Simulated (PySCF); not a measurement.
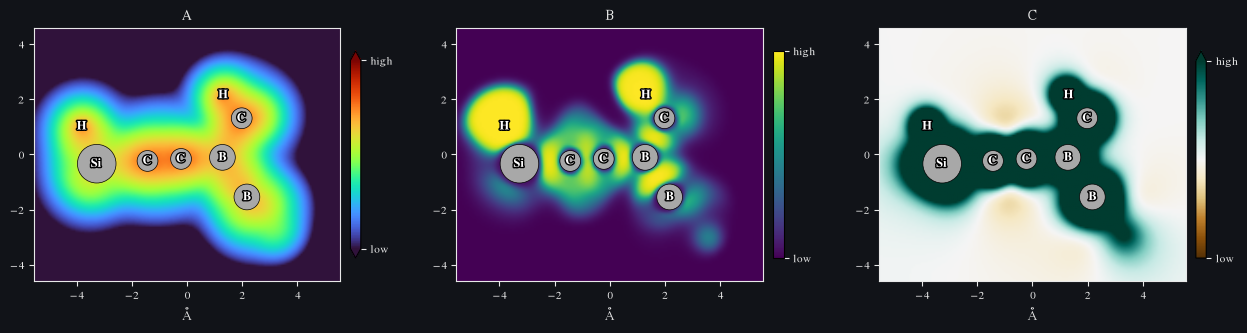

C3H8B2O2Si (SMILES CB(C#C[SiH3])B(O)O): 3 fields on the plane of atoms C4, Si5 and H14, with unlabelled colour scales. Grey discs cover the atomic cores.

Geometry: GFN2-xTB.

Computed with PBE0/pcSseg-1, SCF density, gas phase, non-relativistic (PySCF 2.14.0).

Question: Which field does each panel show? The fields are: electron density, electron localisation function and electrostatic potential.

Answer: Panel A: electron density. Panel B: electron localisation function. Panel C: electrostatic potential (strongly positive close to the atoms, with negative regions outside electron-rich atoms). From the grid: C–C (1.22 Å): ρ is about 2.7 e/Å³ halfway; the ELF peaks at about 0.85 between the atoms (a short, multiple covalent bond). C–B (1.50 Å): ρ is about 1.5 e/Å³ halfway; the ELF peaks at about 0.95 between the atoms (a covalent bond).
